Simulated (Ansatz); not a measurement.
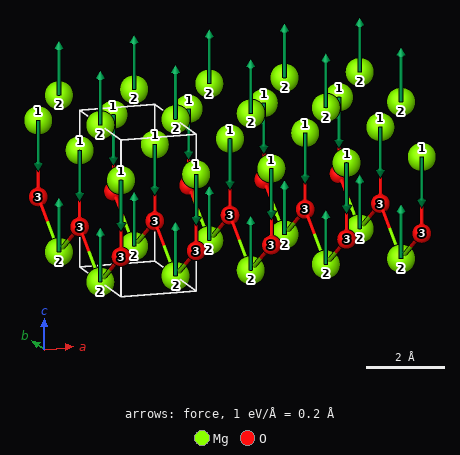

Starting geometry of crystalline Mg₂O (a generated structure, set up in Pmm2) (coarse preliminary run) with the computed forces as green arrows. A ball-and-stick model of the cell of the calculation, repeated 4 × 2 × 1 with one cell outlined, seen slightly off an axis.

Computed with DFT PBE, scalar-relativistic, plane waves, PAW in Ansatz 0.2.0.

Input
```yaml
crystal:
  lattice:
    - [2.03675381, 0.0, 0.0]
    - [0.0, 3.42524363, 0.0]
    - [0.0, 0.0, 4.15316163]
  atoms:
    - { symbol: Mg, position: [0.0, 0.0, 0.74414552] }
    - { symbol: Mg, position: [0.0, 0.5, 0.0] }
    - { symbol: O, position: [0.0, 0.0, 0.25585448] }
basis:
  ecutwfc: 420
kpoints:
  mp_grid: { grid: [8, 6, 4] }
hamiltonian:
  xc: pbe
scf:
  occupations: { method: gaussian, width: 0.1 }
  lower_state_search: "off"
output:
  forces: true
  stress: true
  eigenvalues: true
relax:
  adjacent_minimum: "off"
  f_tol: 0.04
  max_steps: 70
  cell: { stress_tol: 0.4 }
```

Run as
```bash
ansatz run input.yaml --threads 1 --pin off --max-ram 2560MiB --backend cpu --events-out ev --progress --plain --runs-dir out
```

### What follows when this structure is relaxed?

It isn't relaxed: the largest force vector, on Mg2, is 7.40 eV/Å. The atoms end up moving mostly along the starting forces (cosine between the two patterns 0.97). The atom that moves furthest relative to the cell is Mg1 (0.68 Å along −c). By element the largest moves are Mg 0.68 Å, O 0.13 Å. Cell: a 2.037 → 3.543 Å (+73.9 %), b 3.425 → 3.236 Å (−5.5 %), c 4.153 → 5.544 Å (+33.5 %). Volume +119.4 %. Near-neighbour distances that change, for instance: Mg1–O3 2.125 → 3.649 Å, Mg1–Mg1 2.037 → 3.543 Å, Mg1–Mg2 2.015 → 3.100 Å, Mg1–O3 (another image) 2.028 → 1.896 Å. Bonds break: Mg1–O3 (2.13 → 3.65 Å). The space group stays Pmm2 (No. 25). The energy falls by 10.086 eV per cell of the calculation in 22 accepted moves (26 points after the start). The largest force component goes from 7.4 to 0.016 eV/Å. The pressure goes from 105.43 to 0.01 GPa. The SCF was repeated 4 times at an unchanged geometry on a basis and grid sized afresh for the cell, which shifted the energy by 0.756 eV per cell of the calculation at most. The run took 120 s on 1 thread of Arm Neoverse V1, on a shared host, peak memory 0.36 GiB.

Limits of the set-up: the k-point mesh is coarse for a cell with partly filled bands.
